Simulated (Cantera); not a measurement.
A closed system holds: 1 mol SiHCl3, 6.7 mol H2, 0.013 mol Cl2, at 1 atm.

Equilibrium computed with Cantera from the NASA thermochemical tables; the gas is ideal and each condensed phase is pure. Candidate condensed phases: Si; 19 gas species. The tables' values for SiCl3 are old estimates; treat these amounts as uncertain. The numbers say what is thermodynamically allowed, not how fast it happens.

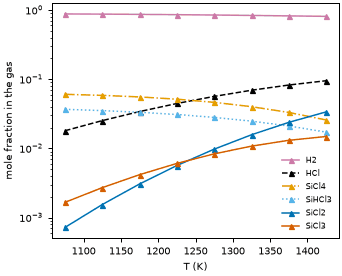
*Equilibrium gas composition (values under 1e-9 drawn at 1e-9)*

Problem. Read off the mole fractions at 1375 K.

Solution. H2 about 0.82, HCl about 0.083, SiCl4 about 0.033, SiCl2 about 0.024, SiHCl3 about 0.021, SiCl3 about 0.013.
